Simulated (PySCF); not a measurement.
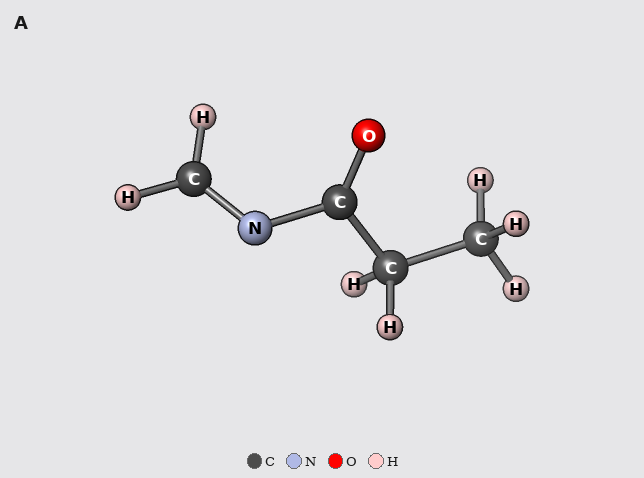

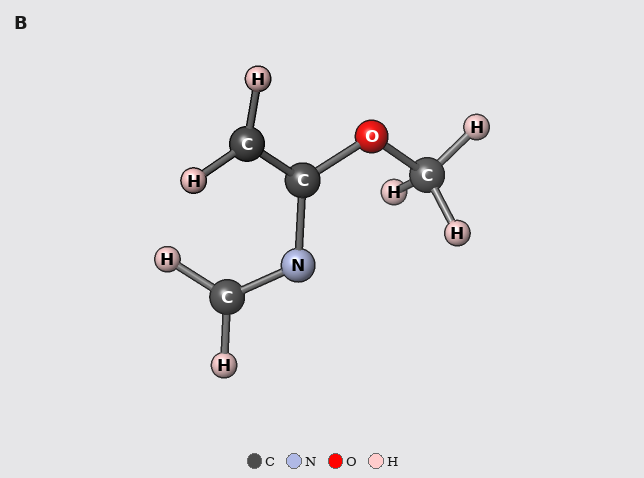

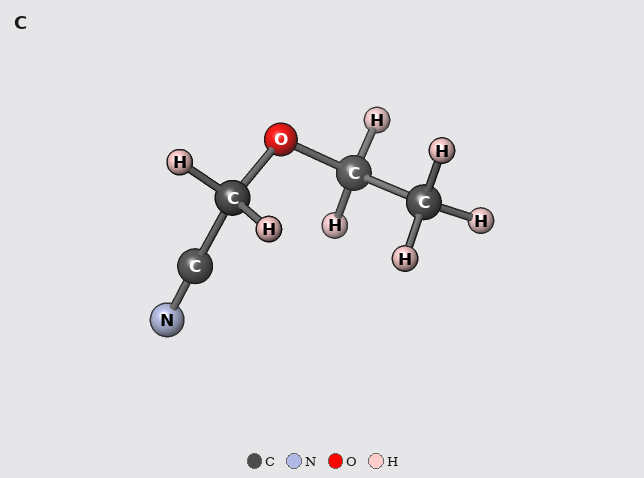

3 stationary structures of one formula. Geometries: PBE0-D3(BJ)/def2-SVP. Electronic energies: PBE0-D3(BJ)/def2-SVP (PySCF 2.14.0), without zero-point energy. No frequency run is at hand to confirm each as a minimum. Each is one conformer, not always the lowest.

> Are they conformers, stereoisomers or constitutional isomers?

They are constitutional isomers of C4H7NO: A `C=NC(=O)CC`, B `C=NC(=C)OC`, C `CCOCC#N`.

> Rank them by energy, lowest first.

A is lowest; C lies 14.0 kcal/mol above it, B lies 29.4 kcal/mol above it.
